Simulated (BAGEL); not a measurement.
# One shape, several levels: doublet CH6NPSi+

Aim: a comparison of 5 runs (UHF/STO-3G, ROHF/6-31G*, UHF/6-31G*, ROHF/cc-pVDZ, UHF/cc-pVDZ) of doublet CH6NPSi+. 

The calculation is run with BAGEL 1.2.2.

**1. Starting point**

The species is CH6NPSi+ (10 atoms), meant as a doublet with charge +1. SMILES of the parent species: `P[SiH]1CN1`. Geometry: relaxed at PBE0-D4/def2-TZVP. This is one conformer, not always the lowest. That shape belongs to the parent species and isn't relaxed for this state.

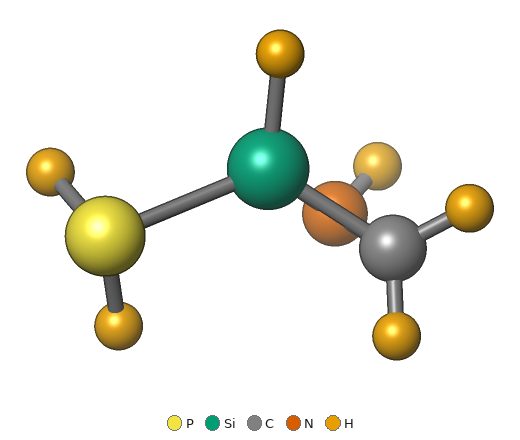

The structure, seen from a chosen angle (phosphorus yellow, silicon teal, carbon grey, nitrogen orange, hydrogen amber).

**2. A single-point energy at UHF/STO-3G (density fitting with qzvpp-jkfit) (run 1)**

Contents of hf.json:

```json
{ "bagel": [

{
  "title": "molecule",
  "basis": "sto-3g",
  "df_basis": "qzvpp-jkfit",
  "angstrom": true,
  "geometry": [
    { "atom": "P", "xyz": [      -2.126500,       0.935800,      -0.067900 ] },
    { "atom": "Si", "xyz": [       0.034500,       0.548300,       0.353000 ] },
    { "atom": "C", "xyz": [       0.777000,      -1.104600,       0.610200 ] },
    { "atom": "N", "xyz": [       0.967700,      -0.433700,      -0.713500 ] },
    { "atom": "H", "xyz": [      -2.191600,      -0.136100,      -0.996200 ] },
    { "atom": "H", "xyz": [      -1.838400,       1.906500,      -1.066200 ] },
    { "atom": "H", "xyz": [       0.677500,       1.690600,       1.049000 ] },
    { "atom": "H", "xyz": [       1.645800,      -1.171600,       1.264400 ] },
    { "atom": "H", "xyz": [       0.215300,      -2.034000,       0.558400 ] },
    { "atom": "H", "xyz": [       1.921900,      -0.252400,      -0.988100 ] }
  ]
},

{ "title": "uhf", "charge": 1, "nopen": 1 },

{ "title": "print", "file": "orbitals.molden", "orbitals": true }

]}
```

Launch:

```bash
$ BAGEL_NUM_THREADS=1 BAGEL hf.json > hf.out
```

What it wrote:

```text
* using 1 threads per process

  ===============================================================
  ===============================================================

  *** Geometry ***

  { "atom" : "P", "xyz" : [     -4.018503,      1.768406,     -0.128312 ] },
  { "atom" : "Si", "xyz" : [      0.065196,      1.036137,      0.667073 ] },
  { "atom" : "C", "xyz" : [      1.468317,     -2.087391,      1.153111 ] },
[... 6 lines of this table left out ...]
  { "atom" : "H", "xyz" : [      3.631865,     -0.476967,     -1.867238 ] },

  Number of auxiliary basis functions:      516

  Since a DF basis is specified, we compute 2- and 3-index integrals:
    o Being stored without compression. Storage requirement is 0.005 GB

  Number of basis functions:       34
  Number of electrons      :       48

    * METHOD: MOLECULE                             0.22

  *** Open-shell HF ***

  === Nuclear Repulsion ===
   209.9988838173

      * DIIS with orbital gradients will be used.

  === UHF iteration (sto-3g) ===
      0       -716.81620159          0.02351446           0.06
      1       -716.88618340          0.01126523           0.06
      2       -716.90081580          0.00518403           0.06
[... 19 lines of this table left out ...]
     22       -716.92807415          0.00000001           0.06
    * SCF iteration converged.

    * S^2 (UHF) is 0.7593

    * Permanent dipole moment:
           (   -1.547536,     0.248653,     0.375390) a.u.

    * METHOD: UHF                                  1.52

    * METHOD: PRINT                                0.00

  ===============================================================
```

It took 1.9 s on 1 thread of Arm Neoverse V1, shared host.

**3. A single-point energy at ROHF/6-31G(d) (density fitting with qzvpp-jkfit, spherical functions) (run 2)**

Contents of calc.json:

```json
{ "bagel" : [

{
  "title" : "molecule",
  "basis" : "6-31gs.json",
  "df_basis" : "qzvpp-jkfit",
  "angstrom" : "true",
  "geometry" : [
    { "atom" : "P", "xyz" : [      -2.126500,       0.935800,      -0.067900 ] },
    { "atom" : "Si", "xyz" : [       0.034500,       0.548300,       0.353000 ] },
    { "atom" : "C", "xyz" : [       0.777000,      -1.104600,       0.610200 ] },
    { "atom" : "N", "xyz" : [       0.967700,      -0.433700,      -0.713500 ] },
    { "atom" : "H", "xyz" : [      -2.191600,      -0.136100,      -0.996200 ] },
    { "atom" : "H", "xyz" : [      -1.838400,       1.906500,      -1.066200 ] },
    { "atom" : "H", "xyz" : [       0.677500,       1.690600,       1.049000 ] },
    { "atom" : "H", "xyz" : [       1.645800,      -1.171600,       1.264400 ] },
    { "atom" : "H", "xyz" : [       0.215300,      -2.034000,       0.558400 ] },
    { "atom" : "H", "xyz" : [       1.921900,      -0.252400,      -0.988100 ] }
  ]
},

{
  "title" : "rohf",
  "charge" : 1,
  "nopen" : 1
},

{
  "title" : "print",
  "file" : "orbitals.molden",
  "orbitals" : "true"
}

]}
```

The basis set 6-31G* is read from a file made from the Basis Set Exchange's data (not shown).

Launch:

```bash
$ BAGEL_NUM_THREADS=1 BAGEL calc.json > calc.out
```

What it wrote:

```text
* using 1 threads per process

  ===============================================================
  ===============================================================

  *** Geometry ***

  { "atom" : "P", "xyz" : [     -4.018503,      1.768406,     -0.128312 ] },
  { "atom" : "Si", "xyz" : [      0.065196,      1.036137,      0.667073 ] },
  { "atom" : "C", "xyz" : [      1.468317,     -2.087391,      1.153111 ] },
[... 6 lines of this table left out ...]
  { "atom" : "H", "xyz" : [      3.631865,     -0.476967,     -1.867238 ] },

  Number of auxiliary basis functions:      516

  Since a DF basis is specified, we compute 2- and 3-index integrals:
    o Being stored without compression. Storage requirement is 0.024 GB

  Number of basis functions:       76
  Number of electrons      :       48

    * METHOD: MOLECULE                             0.29

  *** Open-shell HF ***

  === Nuclear Repulsion ===
   209.9988838173

      * DIIS with orbital gradients will be used.

  === ROHF iteration (6-31gs.json) ===
      0       -724.87954363          0.03497811           0.15
      1       -724.98069570          0.02846905           0.15
      2       -725.01668938          0.02170277           0.15
[... 23 lines of this table left out ...]
     26       -725.10531263          0.00000001           0.16
    * SCF iteration converged.

    * S^2 (ROHF) is 0.7500

    * Permanent dipole moment:
           (   -1.768241,     0.533940,     0.282398) a.u.

    * METHOD: ROHF                                 4.43

    * METHOD: PRINT                                0.02

  ===============================================================
```

It took 5.1 s on 1 thread of Arm Neoverse V1, shared host; peak memory 0.12 GiB.

**4. A single-point energy at UHF/6-31G(d) (density fitting with qzvpp-jkfit, spherical functions) (run 3)**

Contents of calc.json:

```json
{ "bagel" : [

{
  "title" : "molecule",
  "basis" : "6-31gs.json",
  "df_basis" : "qzvpp-jkfit",
  "angstrom" : true,
  "geometry" : [
    { "atom" : "P", "xyz" : [   -2.126500,    0.935800,   -0.067900 ] },
    { "atom" : "Si", "xyz" : [    0.034500,    0.548300,    0.353000 ] },
    { "atom" : "C", "xyz" : [    0.777000,   -1.104600,    0.610200 ] },
    { "atom" : "N", "xyz" : [    0.967700,   -0.433700,   -0.713500 ] },
    { "atom" : "H", "xyz" : [   -2.191600,   -0.136100,   -0.996200 ] },
    { "atom" : "H", "xyz" : [   -1.838400,    1.906500,   -1.066200 ] },
    { "atom" : "H", "xyz" : [    0.677500,    1.690600,    1.049000 ] },
    { "atom" : "H", "xyz" : [    1.645800,   -1.171600,    1.264400 ] },
    { "atom" : "H", "xyz" : [    0.215300,   -2.034000,    0.558400 ] },
    { "atom" : "H", "xyz" : [    1.921900,   -0.252400,   -0.988100 ] }
  ]
},
{ "title" : "uhf", "charge" : 1, "nopen" : 1 },
{ "title" : "print", "file" : "orbitals.molden", "orbitals" : true }

]}
```

The basis set 6-31G* is read from a file made from the Basis Set Exchange's data (not shown).

Launch:

```bash
$ BAGEL_NUM_THREADS=1 BAGEL calc.json > calc.out
```

What it wrote:

```text
* using 1 threads per process

  ===============================================================
  ===============================================================

  *** Geometry ***

  { "atom" : "P", "xyz" : [     -4.018503,      1.768406,     -0.128312 ] },
  { "atom" : "Si", "xyz" : [      0.065196,      1.036137,      0.667073 ] },
  { "atom" : "C", "xyz" : [      1.468317,     -2.087391,      1.153111 ] },
[... 6 lines of this table left out ...]
  { "atom" : "H", "xyz" : [      3.631865,     -0.476967,     -1.867238 ] },

  Number of auxiliary basis functions:      516

  Since a DF basis is specified, we compute 2- and 3-index integrals:
    o Being stored without compression. Storage requirement is 0.024 GB

  Number of basis functions:       76
  Number of electrons      :       48

    * METHOD: MOLECULE                             0.29

  *** Open-shell HF ***

  === Nuclear Repulsion ===
   209.9988838173

      * DIIS with orbital gradients will be used.

  === UHF iteration (6-31gs.json) ===
      0       -724.87954363          0.03497811           0.16
      1       -724.98928329          0.02791032           0.16
      2       -725.03044614          0.02063031           0.16
[... 24 lines of this table left out ...]
     27       -725.11062308          0.00000001           0.16
    * SCF iteration converged.

    * S^2 (UHF) is 0.7643

    * Permanent dipole moment:
           (   -1.760049,     0.538059,     0.262154) a.u.

    * METHOD: UHF                                  4.66

    * METHOD: PRINT                                0.02

  ===============================================================
```

Run time: 5.4 s. Hardware: 1 thread of Arm Neoverse V1, shared host; peak memory 0.12 GiB.

Run 4 isn't shown in full; the table further down has it.

**5. A single-point energy at UHF/cc-pVDZ (density fitting with qzvpp-jkfit) (run 5)**

Contents of calc.json:

```json
{ "bagel": [

{
  "title": "molecule",
  "basis": "cc-pvdz.json",
  "df_basis": "qzvpp-jkfit",
  "angstrom": true,
  "geometry": [
    { "atom": "P", "xyz": [   -2.126500,    0.935800,   -0.067900 ] },
    { "atom": "Si", "xyz": [    0.034500,    0.548300,    0.353000 ] },
    { "atom": "C", "xyz": [    0.777000,   -1.104600,    0.610200 ] },
    { "atom": "N", "xyz": [    0.967700,   -0.433700,   -0.713500 ] },
    { "atom": "H", "xyz": [   -2.191600,   -0.136100,   -0.996200 ] },
    { "atom": "H", "xyz": [   -1.838400,    1.906500,   -1.066200 ] },
    { "atom": "H", "xyz": [    0.677500,    1.690600,    1.049000 ] },
    { "atom": "H", "xyz": [    1.645800,   -1.171600,    1.264400 ] },
    { "atom": "H", "xyz": [    0.215300,   -2.034000,    0.558400 ] },
    { "atom": "H", "xyz": [    1.921900,   -0.252400,   -0.988100 ] }
  ]
},
{
  "title": "uhf",
  "charge": 1,
  "nopen": 1
},
{
  "title": "print",
  "file": "orbitals.molden",
  "orbitals": true
}

]}
```

The basis set cc-pVDZ is read from a file made from the Basis Set Exchange's data (not shown).

Launch:

```bash
$ BAGEL_NUM_THREADS=1 BAGEL calc.json > calc.out
```

What it wrote:

```text
* using 1 threads per process

  ===============================================================
  ===============================================================

  *** Geometry ***

  { "atom" : "P", "xyz" : [     -4.018503,      1.768406,     -0.128312 ] },
  { "atom" : "Si", "xyz" : [      0.065196,      1.036137,      0.667073 ] },
  { "atom" : "C", "xyz" : [      1.468317,     -2.087391,      1.153111 ] },
[... 6 lines of this table left out ...]
  { "atom" : "H", "xyz" : [      3.631865,     -0.476967,     -1.867238 ] },

  Number of auxiliary basis functions:      516

  Since a DF basis is specified, we compute 2- and 3-index integrals:
    o Being stored without compression. Storage requirement is 0.036 GB

  Number of basis functions:       94
  Number of electrons      :       48

    * METHOD: MOLECULE                             0.31

  *** Open-shell HF ***

  === Nuclear Repulsion ===
   209.9988838173

      * DIIS with orbital gradients will be used.

  === UHF iteration (cc-pvdz.json) ===
      0       -724.78674707          0.03455587           0.20
      1       -724.74748372          0.04544145           0.20
      2       -724.68368944          0.04416317           0.20
[... 24 lines of this table left out ...]
     27       -725.15633436          0.00000001           0.20
    * SCF iteration converged.

    * S^2 (UHF) is 0.7651

    * Permanent dipole moment:
           (   -1.665731,     0.518309,     0.274134) a.u.

    * METHOD: UHF                                  5.99

    * METHOD: PRINT                                0.02

  ===============================================================
```

Wall time 6.6 s (1 thread of Arm Neoverse V1, shared host); peak memory 0.14 GiB.

**6. Overview of the runs**

```tsv
run	level	energy (Eh)	⟨S²⟩	wall time
1	UHF/STO-3G (density fitting with qzvpp-jkfit)	-716.928074	0.759	1.9 s
2	ROHF/6-31G* (density fitting with qzvpp-jkfit, spherical functions)	-725.105313	0.750	5.1 s
3	UHF/6-31G* (density fitting with qzvpp-jkfit, spherical functions)	-725.110623	0.764	5.4 s
4	ROHF/cc-pVDZ (density fitting with qzvpp-jkfit)	-725.150850	0.750	6.6 s
5	UHF/cc-pVDZ (density fitting with qzvpp-jkfit)	-725.156334	0.765	6.6 s
```

**7. Summary of results**

```
           quantity          value
run 5: total energy  -725.15633 Eh
        run 5: ⟨S²⟩          0.765
```

What this shows: In run 1 the basis is minimal, so the values are rough. All runs together took 26 s, the longest 6.6 s.
